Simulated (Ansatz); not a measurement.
## Band gap of Ag3AuSe2 (I4_132) from density functionals to GW

What gap does each level of theory give for Ag3AuSe2 (I4_132), and in what time?

Method: density functionals, hybrids and G0W0, plane waves, PAW, in Ansatz 0.2.0.

In doubt: one-shot GW on d or f shells is unsure (step 6), so the values of those runs are not to be relied on.

## (1) The starting structure

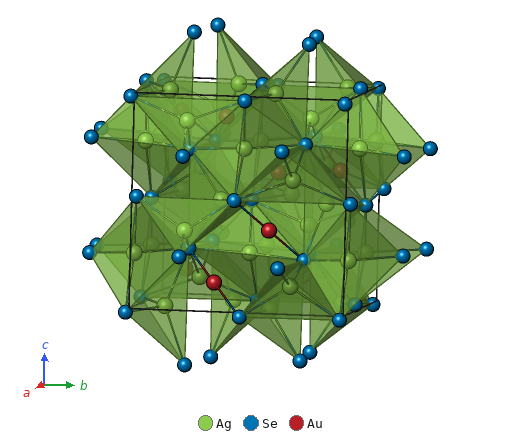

The starting structure, seen slightly off an axis (silver green, selenium blue, gold red). This picture shows the conventional cell, with its axes. Bonds to atoms that aren't drawn are left out. Some periodic images of atoms are drawn too.

Geometry: measured cell, ions relaxed with r2SCAN. The runs that relaxed it are not among those shown. Spin-orbit coupling is left out unless a step names it. The default PAW set here is soft_2. Its files were made with PBE.

## (2) r2SCAN on the 4×4×4 mesh

Levels along a band path and on the mesh show where this functional puts the band edges.

This step: DFT, r2SCAN, plane waves, PAW.

Contents of input.yaml:

```yaml
crystal:
  lattice:
    - [-4.975, 4.975, 4.975]
    - [4.975, -4.975, 4.975]
    - [4.975, 4.975, -4.975]
  atoms:
    - { symbol: Ag, position: [0.25, 0.6207106707, 0.3707106707] }
    - { symbol: Ag, position: [0.6207106707, 0.75, 0.3707106707] }
    - { symbol: Ag, position: [0.75, 0.8792893293, 0.1292893293] }
    - { symbol: Ag, position: [0.8792893293, 0.25, 0.1292893293] }
    - { symbol: Ag, position: [0.3707106707, 0.25, 0.6207106707] }
    - { symbol: Ag, position: [0.3707106707, 0.6207106707, 0.75] }
    - { symbol: Ag, position: [0.1292893293, 0.75, 0.8792893293] }
    - { symbol: Ag, position: [0.1292893293, 0.8792893293, 0.25] }
    - { symbol: Ag, position: [0.25, 0.1292893293, 0.8792893293] }
    - { symbol: Ag, position: [0.6207106707, 0.3707106707, 0.25] }
    - { symbol: Ag, position: [0.75, 0.3707106707, 0.6207106707] }
    - { symbol: Ag, position: [0.8792893293, 0.1292893293, 0.75] }
    - { symbol: Se, position: [0.5378148057, 0.5378148057, 0.5378148057] }
    - { symbol: Se, position: [0.5378148057, 0.5, 0.0] }
    - { symbol: Se, position: [0.5, 0.0, 0.9621851943] }
    - { symbol: Se, position: [0.0, 0.5378148057, 0.5] }
    - { symbol: Se, position: [0.9621851943, 0.5, 0.0] }
    - { symbol: Se, position: [0.9621851943, 0.9621851943, 0.9621851943] }
    - { symbol: Se, position: [0.0, 0.9621851943, 0.5] }
    - { symbol: Se, position: [0.5, 0.0, 0.5378148057] }
    - { symbol: Au, position: [0.25, 0.25, 0.25] }
    - { symbol: Au, position: [0.25, 0.5, 0.0] }
    - { symbol: Au, position: [0.5, 0.0, 0.25] }
    - { symbol: Au, position: [0.0, 0.25, 0.5] }
kpoints:
  mp_grid: { grid: [4, 4, 4] }
  band_path:
    path:
      - [[0.0, 0.0, 0.0], [0.5, -0.5, 0.5], [0.0, 0.0, 0.5], [0.0, 0.0, 0.0], [0.25, 0.25, 0.25], [0.5, -0.5, 0.5]]
      - [[0.25, 0.25, 0.25], [0.0, 0.0, 0.5]]
    npoints: 10
hamiltonian:
  xc: r2scan
scf:
  occupations: { method: fermi_dirac, width: 0.02 }
  n_extra_bands: 12
output:
  eigenvalues: true
```

The run is started by

```console
ansatz run input.yaml --threads 16 --pin off --max-ram 82944MiB --backend cuda --events-out ev --progress --plain --runs-dir out --devices 1 --max-vram 78GiB
```

Numbers of over 12 decimals in the logs are rounded to 6 here.

Output:

```text
scf.n_extra_bands = 12 over 216 filled bands (N_el = 432.0): the run solves 228 bands
GPUs: using 1 of 1 available (devices: 1).
Engine: ansatz 0.2.0, aarch64-unknown-linux-gnu
Pseudopotentials: kind: paw
Pseudopotential: Ag, paw, valence charge 19, recommended cutoff 500 eV (meta_gga), Ag.paw.azcp
Pseudopotential: Se, paw, valence charge 16, recommended cutoff 500 eV (meta_gga), Se.paw.azcp
Pseudopotential: Au, paw, valence charge 19, recommended cutoff 500 eV (meta_gga), Au.paw.azcp
Functional definition: r2SCAN
  parameter k0 = 0.174
  parameter k1 = 0.065
  parameter a1 = 4.9479
  exchange = r2scan_x(k0 = k0, k1 = k1, a1 = a1)
  correlation = r2scan_c
[...]
Crystal: 24 atoms, lattice volume = 492.537 Å³
Basis set: ecut = 500 eV, 12527 PW (Γ), exchange–correlation on 256×256×256 points (64 copies of the dense FFT grid, shifted against one another)
Bands: 228, of which v1, the nominal top of the filled ones, is band 216 counted from 1 (215 counted from 0)
Symmetry: 24 space group operations
Space group: I4132 (ITA 214), of the structure as read, at distance tolerance 7.9e-5 Å
k-points: 8 of 64
Non-local potential: Ag, projectors of the file, l = 0: 3, l = 1: 2, l = 2: 2, l = 3: 1
Non-local potential: Se, projectors of the file, l = 0: 2, l = 1: 2, l = 2: 3, l = 3: 1
Non-local potential: Au, projectors of the file, l = 0: 3, l = 1: 2, l = 2: 2, l = 3: 1
PAW form: soft (Blöchl's): semilocal exchange-correlation on the pseudo side does not see the compensation charge
PAW frozen core: Ag, regenerated for the run's functional (the file was generated under x = pbe(κ = 0.804, μ = 0.219515), c = pbe(β = 0.066725))
PAW frozen core: Se, regenerated for the run's functional (the file was generated under x = pbe(κ = 0.804, μ = 0.219515), c = pbe(β = 0.066725))
PAW frozen core: Au, regenerated for the run's functional (the file was generated under x = pbe(κ = 0.804, μ = 0.219515), c = pbe(β = 0.066725))
PAW one-centre angular grid: Ag, 590 points (default); XC on 160 Gauss nodes
PAW one-centre angular grid: Se, 590 points (default); XC on 160 Gauss nodes
PAW one-centre angular grid: Au, 590 points (default); XC on 160 Gauss nodes
Initial density: superposition of atomic densities (neutral atoms: chi_scale 0, normalization atom), corrected by the library's trained network
Initial wavefunctions: pseudopotential atomic-orbital guess
[...]
Functional: x = r2scan, c = r2scan; τ floored in thin density (d = 2e-4 eV/Å³)
SCF iter   1: F=—  HF=-187729.918737 eV  |F-HF|=—  |Δ(HF+E_count)|=         —  Δρ=1.10e-2  dr2=5.77e-1  dr2_τ=1.07e-1  ethr=1.77e-3  ⟨swp⟩=5.2  Hψ=5976  notcnv=0
preconditioner: auto → Resta (q_TF=auto, 2.669 Å⁻¹)  ε∞=13.0  [insulator: Δε(μ)=0.470 eV  Ē_g=7.230 eV  σ=0.020 eV  W_gap=1.00  n_scr=140 (ndim 8)  ℏωp=25.0 eV  f_vac=0.058  D(μ)=0.00/eV (n_scr^D=0)  ε∞_Penn≈13.0]
SCF iter   2: F=—  HF=-187729.857040 eV  |F-HF|=—  |Δ(HF+E_count)|=   6.17e-2  Δρ=5.19e-3  dr2=1.14e-1  dr2_τ=1.53e-2  ethr=1.34e-4  ⟨swp⟩=2.0  Hψ=3080  notcnv=0  defer=32
SCF iter   3: F=—  HF=-187729.869492 eV  |F-HF|=—  |Δ(HF+E_count)|=   1.25e-2  Δρ=1.99e-3  dr2=2.35e-2  dr2_τ=7.04e-4  ethr=2.64e-5  ⟨swp⟩=2.0  Hψ=2615  notcnv=0  defer=32
SCF iter   4: F=—  HF=-187729.874887 eV  |F-HF|=—  |Δ(HF+E_count)|=   5.39e-3  Δρ=4.66e-4  dr2=9.45e-4  dr2_τ=1.67e-4  ethr=5.43e-6  ⟨swp⟩=2.0  Hψ=2752  notcnv=0  defer=32
SCF iter   5: F=—  HF=-187729.863992 eV  |F-HF|=—  |Δ(HF+E_count)|=   1.09e-2  Δρ=2.14e-4  dr2=2.88e-4  dr2_τ=1.32e-5  ethr=2.19e-7  ⟨swp⟩=2.0  Hψ=3390  notcnv=0  defer=32
SCF iter   6: F=—  HF=-187729.864025 eV  |F-HF|=—  |Δ(HF+E_count)|=   3.28e-5  Δρ=8.44e-5  dr2=4.77e-5  dr2_τ=1.65e-6  ethr=6.67e-8  ⟨swp⟩=2.0  Hψ=2688  notcnv=0  defer=32
SCF iter   7: F=—  HF=-187729.869613 eV  |F-HF|=—  |Δ(HF+E_count)|=   5.59e-3  Δρ=2.60e-5  dr2=6.79e-6  dr2_τ=4.17e-7  ethr=1.10e-8  ⟨swp⟩=2.9  Hψ=3398  notcnv=0  defer=32
SCF iter   8: F=—  HF=-187729.869613 eV  |F-HF|=—  |Δ(HF+E_count)|=   1.70e-7  Δρ=1.03e-5  dr2=1.08e-6  dr2_τ=3.02e-8  ethr=1.57e-9  ⟨swp⟩=2.0  Hψ=3008  notcnv=0  defer=32
[...]
SCF 1 converged in 9 iterations: F = -187729.869613 eV  dr2 = 5.95e-8
[...]
SCF converged after 9 iterations
[...]
k-point 2: bands = ["-94.5913", "-94.5913", "-94.5912", "-94.5912", "-81.0441", "-81.0440", "-81.0433", "-81.0432", "-81.0429", "-81.0424", "-81.0417", "-81.0413", "-81.0409", "-81.0408", "-81.0402", "-81.0400", "-45.6580", "-45.6579", "-45.6578", "-45.6578", "-45.3638", "-45.3637", "-45.3630", "-45.3615", "-45.3592", "-45.3578", "-45.3570", "-45.3569", "-43.7198", "-43.7166", "-43.7156", "-43.7154", "-43.7154", "- [...]
  k-point 7: bands = ["-94.5913", "-94.5913", "-94.5913", "-94.5912", "-81.0437", "-81.0437", "-81.0437", "-81.0432", "-81.0432", "-81.0432", "-81.0410", "-81.0410", "-81.0410", "-81.0405", "-81.0405", "-81.0405", "-45.6580", "-45.6578", "-45.6578", "-45.6578", "-45.3638", "-45.3638", "-45.3638", "-45.3594", "-45.3594", "-45.3594", "-45.3568", "-45.3568", "-43.7202", "-43.7202", "-43.7197", "-43.7083", "-43.7083", "- [...]
```

The job ended after 5.6 s (1 × NVIDIA GB200 (shared by 2 runs) with 16 threads of Arm Neoverse V2, shared host; peak memory 2.1 GiB).

In the SCF lines HF is the Harris–Foulkes energy and dr2 the Hartree energy of the density residual, in eV; the loop may stop once dr2 is under the threshold and the program's other checks hold. Hψ counts applications of the Hamiltonian.

This step gave:

```yaml
filled_bands: 216
gap: 0.4697 eV
valence_top_at: Γ
conduction_bottom_at: Γ
least_direct_gap: 0.4697 eV
```

Over mesh and path the gap is 0.470 eV, direct, at k = Γ.

## (3) r2SCAN+SOC on the 4×4×4 mesh

This run has two-component orbitals with spin-orbit coupling.

This step: DFT, r2SCAN with spin-orbit coupling, plane waves, PAW.

input.yaml, as its differences from that of step 2:

```diff
@@ -34,5 +34,7 @@
     path:
-      - [[0.0, 0.0, 0.0], [0.5, -0.5, 0.5], [0.0, 0.0, 0.5], [0.0, 0.0, 0.0], [0.25, 0.25, 0.25], [0.5, -0.5, 0.5]]
-      - [[0.25, 0.25, 0.25], [0.0, 0.0, 0.5]]
-    npoints: 10
+      - [0.0, 0.0, 0.0]
+      - [0.5, -0.5, 0.5]
+      - [0.0, 0.0, 0.5]
+      - [0.25, 0.25, 0.25]
+    npoints: 1
 hamiltonian:
@@ -41,3 +43,6 @@
   occupations: { method: fermi_dirac, width: 0.02 }
-  n_extra_bands: 12
+  n_extra_bands: 24
+magnetization:
+  noncollinear: true
+  spin_orbit: true
 output:
```

Output:

```text
[...]
GPUs: using 1 of 1 available (devices: 1).
[...]
non-collinear run that drives no moment, with spin-orbit: no starting moment large enough to seed its density (crystal.atoms[].spin), no starting occupations that ask for one, no magnetisation constraint and no magnetic field, so the semilocal B_xc is pinned to zero
[...]
Crystal: 24 atoms, lattice volume = 492.537 Å³
Basis set: ecut = 500 eV, 12527 PW (Γ), exchange–correlation on 256×256×256 points (64 copies of the dense FFT grid, shifted against one another)
Bands: 456, of which v1, the nominal top of the filled ones, is band 432 counted from 1 (431 counted from 0)
Symmetry: 24 space group operations + 24 with time reversal
[...]
k-points: 8 of 64
Projection manifold: j_resolved (fully-relativistic pseudo-atomic orbitals)
[...]
SCF iter   1: F=—  HF=-187526.461682 eV  |F-HF|=—  |Δ(HF+E_count)|=         —  Δρ=9.62e-2  dr2=9.36e1  dr2_τ=7.44e-1  dr2_m=0.00e0 (ungated)  ethr=3.10e-3  |M|=0.00e0 ∫|m|=0.00e0 μB  |m|>n=0.0e0 m-floor=0.0e0 τ_xc=0.0e0  β_m=0.30  ⟨swp⟩=6.0  Hψ=17107  notcnv=0  defer=1
[...]
spin=Noncollinear: Resta preconditioning applied to the charge; magnetization (m_x, m_y, m_z) channels mix plain (no charge-response kernel on spin).
SCF iter   2: F=—  HF=-187514.157484 eV  |F-HF|=—  |Δ(HF+E_count)|=    1.23e1  Δρ=3.73e-2  dr2=1.46e1  dr2_τ=2.71e-1  dr2_m=0.00e0 (ungated)  ethr=3.10e-3  |M|=0.00e0 ∫|m|=0.00e0 μB  |m|>n=0.0e0 m-floor=0.0e0 τ_xc=0.0e0  β_m=0.38  ⟨swp⟩=2.5  Hψ=7886  notcnv=0  defer=118
SCF iter   3: F=—  HF=-187511.819148 eV  |F-HF|=—  |Δ(HF+E_count)|=    2.34e0  Δρ=1.53e-2  dr2=2.27e0  dr2_τ=8.12e-3  dr2_m=0.00e0 (ungated)  ethr=3.10e-3  |M|=0.00e0 ∫|m|=0.00e0 μB  |m|>n=0.0e0 m-floor=0.0e0 τ_xc=0.0e0  β_m=0.62  ⟨swp⟩=2.0  Hψ=5013  notcnv=0  defer=138
[...]
SCF 1 converged in 11 iterations: F = -187511.398823 eV  dr2 = 5.90e-8
[...]
SCF converged after 11 iterations
[...]
```

The job ended after 7 s (1 × NVIDIA GB200 (shared by 2 runs) with 16 threads; peak memory 3 GiB; 33 s of CPU time).

Numbers from this step:

| Quantity | Value |
| --- | --- |
| gap | 0.4924 eV |
| valence top at | Γ |
| conduction bottom at | Γ |
| least direct gap | 0.4924 eV |

Over mesh and listed points the gap is 0.492 eV, direct, at k = Γ. r2SCAN+SOC against r2SCAN: 0.492 − 0.470 = +0.022 eV, with the same mesh, set of files (read in its fully relativistic form for the spin-orbit run) and cutoff, and both edges at the same k points. The spin-orbit run sees mesh and listed points alone, so its gap is an upper bound: the coupling can move an edge off these points, the more so as this crystal has no centre of inversion, and the change over the zone, its sign included where it is small, is not known.

## (4) HSE06 on the 2×2×2 mesh

HSE06 mixes in a quarter of exact exchange at short range.

This step: DFT, HSE06, plane waves, PAW.

input.yaml, as its differences from that of step 3:

```diff
@@ -31,3 +31,3 @@
 kpoints:
-  mp_grid: { grid: [4, 4, 4] }
+  mp_grid: { grid: [2, 2, 2] }
   band_path:
@@ -40,9 +40,6 @@
 hamiltonian:
-  xc: r2scan
+  xc: hse06
 scf:
-  occupations: { method: fermi_dirac, width: 0.02 }
-  n_extra_bands: 24
-magnetization:
-  noncollinear: true
-  spin_orbit: true
+  occupations: { method: fixed }
+  n_extra_bands: 12
 output:
```

Output:

```text
[...]
GPUs: using 1 of 1 available (devices: 1).
[...]
davidson cushion auto → on  (no smearing: the cushion is to keep the highest requested band from converging to the state above it; pin scf.eigensolver.cushion to override)
[...]
Crystal: 24 atoms, lattice volume = 492.537 Å³
Basis set: ecut = 420 eV, 9693 PW (Γ)
Bands: 228, of which v1, the nominal top of the filled ones, is band 216 counted from 1 (215 counted from 0)
Symmetry: 24 space group operations
[...]
k-points: 3 of 8
[...]
SCF iter   7: F=-187437.918347 eV  HF=-187437.918346 eV  |F-HF|=2.59e-7  |Δ(HF+E_count)|=   1.66e-6  Δρ=9.51e-6  dr2=2.20e-7  ethr=1.09e-9  ⟨swp⟩=3.0  Hψ=1856  notcnv=0
SCF 1 stopped early in 7 iterations: F = -187437.918347 eV  dr2 = 2.20e-7
[...]
hybrid outer 1: dexx = +1.992e-1 eV, tail = 9.42e-4 eV
[...]
SCF 3 converged in 5 iterations: F = -187502.259023 eV  dr2 = 7.24e-8
hybrid outer 2: dexx = +1.880e-5 eV, tail = 5.43e-7 eV, Δε = 2.03e-3 eV (about 6.42e-5 eV left of the loop's levels)
[...]
```

Wall time 18 s (1 × NVIDIA GB200 (shared by 2 runs) with 16 threads); peak memory 2.7 GiB.

Numbers from this step:

- gap: 0.9514 eV
- valence top at: Γ
- conduction bottom at: Γ
- least direct gap: 0.9514 eV
- exact-exchange fraction: 0.25

Over mesh and listed points the gap is 0.951 eV, direct, at k = Γ. HSE06 against r2SCAN: 0.951 − 0.470 = +0.481 eV. The runs also differ in mesh (4×4×4 and 2×2×2) and plane-wave cutoff (500 eV and 420 eV), so how much of this comes from the functional alone is not known.

## (5) HSE06+SOC on the 2×2×2 mesh

This step: DFT, HSE06 with spin-orbit coupling, plane waves, PAW.

input.yaml, as its differences from that of step 4:

```diff
@@ -42,4 +42,7 @@
 scf:
-  occupations: { method: fixed }
-  n_extra_bands: 12
+  occupations: { method: fermi_dirac, width: 0.02 }
+  n_extra_bands: 24
+magnetization:
+  noncollinear: true
+  spin_orbit: true
 output:
```

Output:

```text
[...]
GPUs: using 1 of 1 available (devices: 1).
[...]
Crystal: 24 atoms, lattice volume = 492.537 Å³
Basis set: ecut = 420 eV, 9693 PW (Γ)
Bands: 456, of which v1, the nominal top of the filled ones, is band 432 counted from 1 (431 counted from 0)
Symmetry: 24 space group operations + 24 with time reversal
[...]
k-points: 3 of 8
Projection manifold: j_resolved (fully-relativistic pseudo-atomic orbitals)
[...]
SCF iter   3: F=—  HF=-187617.613759 eV  |F-HF|=—  |Δ(HF+E_count)|=    1.12e1  Δρ=1.78e-2  dr2=1.86e0  dr2_m=0.00e0 (ungated)  ethr=5.83e-4  |M|=0.00e0 ∫|m|=0.00e0 μB  |m|>n=0.0e0 m-floor=0.0e0 τ_xc=0.0e0  β_m=0.29  ⟨swp⟩=6.7  Hψ=6335  notcnv=0  defer=14
[...]
SCF 1 converged in 12 iterations: F = -187617.243268 eV  dr2 = 4.53e-10
[...]
hybrid outer 1: dexx = +2.087e-1 eV, tail = 9.41e-4 eV
[...]
SCF 3 converged in 6 iterations: F = -187537.979825 eV  dr2 = 2.50e-8
[...]
```

Wall time 74 s (1 × NVIDIA GB200 (shared by 2 runs) with 16 threads); peak memory 7.3 GiB.

This step gave:

```
gap                     : 0.9704 eV
valence top at          : Γ
conduction bottom at    : Γ
least direct gap        : 0.9704 eV
exact-exchange fraction : 0.25
```

Over mesh and listed points the gap is 0.970 eV, direct, at k = Γ. HSE06+SOC against HSE06: 0.970 − 0.951 = +0.019 eV, with the same mesh, set of files (read in its fully relativistic form for the spin-orbit run) and cutoff, and both edges at the same k points. The spin-orbit run sees mesh and listed points alone, so its gap is an upper bound: the coupling can move an edge off these points, the more so as this crystal has no centre of inversion, and the change over the zone, its sign included where it is small, is not known.

## (6) G0W0@r2SCAN, 2×2×2 mesh, 5240 empty bands, screening to 280 eV, hard PAW files

G0W0 replaces the xc potential by a self-energy built once from the orbitals of the start. Levels are corrected in the window of bands that the input names, at points of the mesh.

This step: G0W0 on r2SCAN, plane waves, PAW.

input.yaml, as its differences from that of step 5:

```diff
@@ -32,18 +32,12 @@
   mp_grid: { grid: [2, 2, 2] }
-  band_path:
-    path:
-      - [0.0, 0.0, 0.0]
-      - [0.5, -0.5, 0.5]
-      - [0.0, 0.0, 0.5]
-      - [0.25, 0.25, 0.25]
-    npoints: 1
 hamiltonian:
-  xc: hse06
+  xc: r2scan
+  pseudopotentials: { kind: paw, source: ansatz }
 scf:
-  occupations: { method: fermi_dirac, width: 0.02 }
-  n_extra_bands: 24
-magnetization:
-  noncollinear: true
-  spin_orbit: true
-output:
-  eigenvalues: true
+  occupations: { method: fixed }
+gw:
+  n_empty_bands: 5240
+  ecut_chi: 280.0
+  qp_bands: [v4, c4]
+  qp_kpoints: band_edges
+  screening: { model: contour_deformation }
```

Output:

```text
GPUs: using 1 of 1 available (devices: 1).
[...]
Crystal: 24 atoms, lattice volume = 492.537 Å³
Basis set: ecut = 930 eV, 31677 PW (Γ), exchange–correlation on 432×432×432 points (64 copies of the dense FFT grid, shifted against one another)
Bands: 260, of which v1, the nominal top of the filled ones, is band 216 counted from 1 (215 counted from 0)
Symmetry: 24 space group operations
[...]
k-points: 3 of 8
[...]
0   219     14.6301   -10.7825    -3.3205   -13.8841  0.7741    14.4127    14.4113  root
     0   220     15.0269   -11.9467    -3.7873   -15.5494  0.7698    14.8434    14.8423  root
[...]
2   217     15.8998   -10.9248    -3.6897   -14.4215  0.7663    15.7080    15.7067  root
     2   218     15.8998   -10.9248    -3.6897   -14.4215  0.7663    15.7080    15.7067  root
     2   219     15.8998   -10.9248    -3.6897   -14.4215  0.7663    15.7080    15.7067  root
     2   220     16.4440   -12.3409    -3.8719   -16.0839  0.7564    16.3156    16.3150  root
[key lines of the parts left out:]
SCF converged after 11 iterations
```

The job ended after 4.4 min (1 × NVIDIA GB200 (shared by 2 runs) with 16 threads; peak memory 35 GiB; 6.5 min of CPU time).

This step gave:

```yaml
bands_summed: 5456
rpa_eps_infinity_on_this_mesh_eigenvalues: 22.92, 22.92, 22.92
plane_waves_in_the_screening_matrix: 5281
g0w0_gap_over_the_corrected_points: 0.6359 eV
k_of_the_valence_top: 0, 0, 0
k_of_the_conduction_bottom: 0, 0, 0
starting_gap_on_the_mesh: 0.4610 eV
z_at_the_valence_top: 0.7421
z_at_the_conduction_bottom: 0.7666
least_direct_g0w0_gap_over_the_corrected_points: 0.6359 eV
```

Over all 3 irreducible mesh points the G0W0 gap is 0.636 eV, direct, at k = Γ. The r2SCAN gap of this run on the mesh is 0.461 eV. The two states that bound the G0W0 gap lie that far apart at the start, so the correction of the gap is 0.636 − 0.461 = +0.175 eV. The program's warnings for this run: metallic iterate.

(Continued in part 2 of 2.)

[Paths, hosts, dates, memory and timing lines, banners, echoed tables and standing remarks are left out of the program output.]

[Logs are printed without paths, hosts, clocks, repeated set-up lines and the standing remarks that a program may print on its own settings, such as how far it seeks lower states.]

[Runs of the session that timed out or met a known fault of the program may be left out.]

[Cells called generated may have been cut or substituted from an entry of the Crystallography Open Database or the Materials Project.]

[Hosts, paths, dates, database ids (printed as entryN), source tags and the programs' standing remarks are cut or masked in the printed files.]

[Where an RPA ε∞ is given, it is that of the G0W0 mesh and is not shown converged in it. Names of k-points follow the symmetry that the program found, which can be lower than the space group named. Band edges on a path are those of the sampled points; other points can move an edge, and change direct to indirect where valleys lie close.]

[Hybrid gaps are those of their k-mesh and are not shown converged in it.]
